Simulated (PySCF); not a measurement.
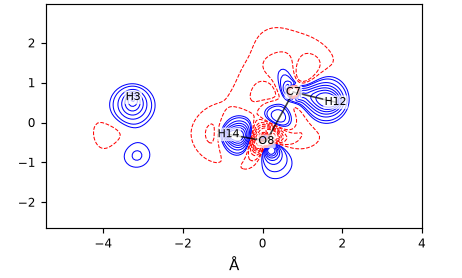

*C₃H₁₀O, SMILES `C.CCO`. Deformation density (molecule less spherical, spin-averaged free atoms) in the plane of H3, C7, O8, H12 and H14; contours at ±0.05 to ±0.8 e/Å³; solid blue lines: gain, dashed red lines: loss.*

PySCF calculation, PBE/def2-SVP, gas phase; geometry: GFN2-xTB. The pair's geometry is semi-empirical, so its contact may be too short or too long.

Coordinates in Å:

```
C1      -2.7630    0.1653   -0.0467
H2      -2.7483   -0.8920    0.1861
H3      -2.3945    0.3257   -1.0527
H4      -2.1477    0.7034    0.6635
H5      -3.7803    0.5291    0.0187
C6       1.2251    1.1559    0.1158
C7       1.5007   -0.2985   -0.2517
O8       0.5172   -1.1803    0.2344
H9       2.0505    1.7845   -0.2065
H10      1.1087    1.2523    1.1927
H11      0.3135    1.5057   -0.3665
H12      2.4375   -0.6320    0.2008
H13      1.5918   -0.3938   -1.3445
H14     -0.3458   -0.8768   -0.0714
```

How much density has each bond in this plane gained at its critical point, relative to the free atoms?

Answer. O8–H14: +0.75 e/Å³ at the bond critical point (bond length 0.96 Å, Mayer order 1.0). C7–H12: +0.70 e/Å³ at the bond critical point (bond length 1.09 Å, Mayer order 0.9). C7–O8: +0.13 e/Å³ at the bond critical point (bond length 1.41 Å, Mayer order 1.1). In all, 2.6 electrons gather in the regions of gain relative to the promolecule. A small or negative value marks a very polar bond, one between electron-rich atoms, whose free-atom densities already overlap strongly, a long bond to a heavier atom, or a closed-shell contact such as a hydrogen bond.

Where do the Hirshfeld charges lie?

Answer. The highest Hirshfeld charge is on H14 (+0.14 e), the lowest on O8 (−0.22 e).

```
atom  charge (e)
  C1       −0.15
  H2       +0.04
  H3       +0.04
  H4       +0.04
  H5       +0.04
  C6       −0.11
  C7       +0.01
  O8       −0.22
  H9       +0.04
 H10       +0.04
 H11       +0.03
 H12       +0.04
 H13       +0.02
 H14       +0.14
```
